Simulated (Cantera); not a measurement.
A closed system holds: 1 mol SiO₂, 10 mol Cl₂, 4.1 mol N₂, 0.56 mol F₂, equilibrated at 0.00133 bar.

Method: chemical equilibrium by Gibbs-energy minimisation in Cantera with the NASA 1993 tables (ideal gas, pure condensed phases). Candidate condensed phases: Si, SiO₂, Si₂N₂O, Si₃N₄; 37 gas species. The tables hold silica as quartz up to 1696 K and as liquid above; real silica turns to tridymite and cristobalite and melts near 1996 K. Kinetics and transport are ignored.

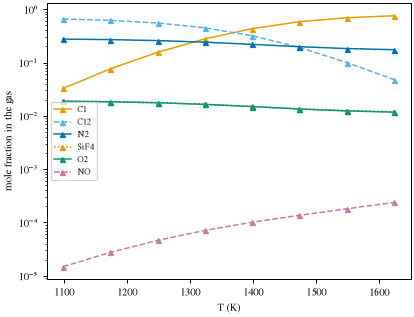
Equilibrium gas composition (values under 1e-9 drawn at 1e-9)

### Question
Read off the mole fractions at 1098 K.

### Answer
Cl₂ about 0.65, N₂ about 0.28, Cl about 0.033, SiF₄ about 0.019, O₂ about 0.019, NO about 1.5e-5.
